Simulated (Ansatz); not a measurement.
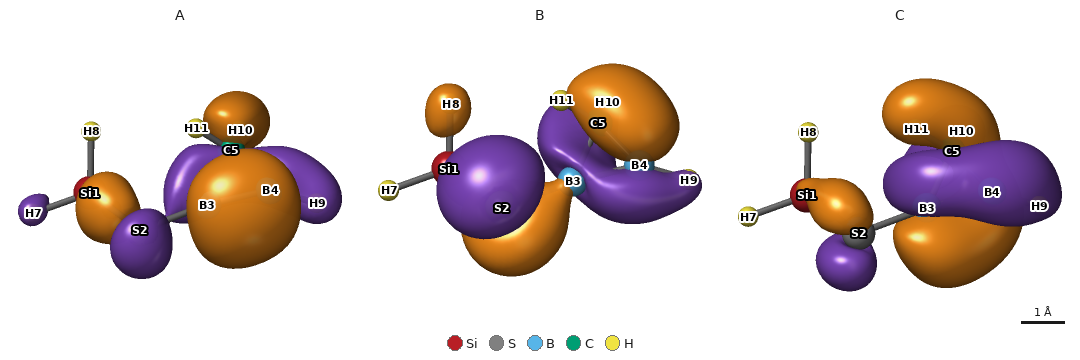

Figure 1: CH6B2SSi. Three frontier orbitals at ±0.08 Å⁻³ᐟ² (orange and purple are the two phases), in no order.

Theory: RKS B3LYP-D4/def2-SVP (Ansatz 0.2.0).

The calculation's input:

```
crystal:
  periodic: [false, false, false]
  atoms:
    - { symbol: Si, position_ang: [-1.0875, 0.5636, -1.7831] }
    - { symbol: S, position_ang: [0.9725, 0.231, -1.7044] }
    - { symbol: B, position_ang: [0.8679, -0.1329, 0.1254] }
    - { symbol: B, position_ang: [1.0409, 0.3544, 1.8132] }
    - { symbol: C, position_ang: [0.7216, -1.1075, 1.311] }
    - { symbol: H, position_ang: [-1.4782, 1.7428, -0.9045] }
    - { symbol: H, position_ang: [-1.4845, 0.9548, -3.1704] }
    - { symbol: H, position_ang: [-1.8309, -0.5785, -1.3826] }
    - { symbol: H, position_ang: [1.0999, 1.1651, 2.7137] }
    - { symbol: H, position_ang: [-0.3182, -1.4587, 1.4918] }
    - { symbol: H, position_ang: [1.562, -1.7911, 1.5105] }
basis:
  gaussian: { orbitals: def2-SVP }
hamiltonian:
  xc: b3lyp
  dispersion: d4
relax:
  f_tol: 0.02
  max_steps: 50
output:
  orbitals: {}
```

Launched as:

```sh
ansatz run input.yaml --threads 2 --pin off --max-ram 3072MiB --backend cpu --events-out ev --progress --plain --runs-dir out
```

The fields are those of the run's last geometry, not of the input's.

Question: Which picture is the HOMO−1, the HOMO and the LUMO?

Answer: B is the HOMO−1 (−7.52 eV). Its weight (Hirshfeld) is mainly on S2 (about 40 %), C5 (about 25 %), B4 (about 15 %) and B3 (about 10 %). A is the HOMO (−6.77 eV). By Hirshfeld shares it lies mainly on B3 (about 30 %), B4 (about 30 %), C5 (about 15 %) and S2 (about 10 %). C is the LUMO (−1.86 eV). Its weight (Hirshfeld) is mainly on B3 (about 30 %), B4 (about 30 %), C5 (about 15 %) and S2 (about 10 %).

Question: What is the HOMO–LUMO gap?

Answer: 4.91 eV between the orbital energies.
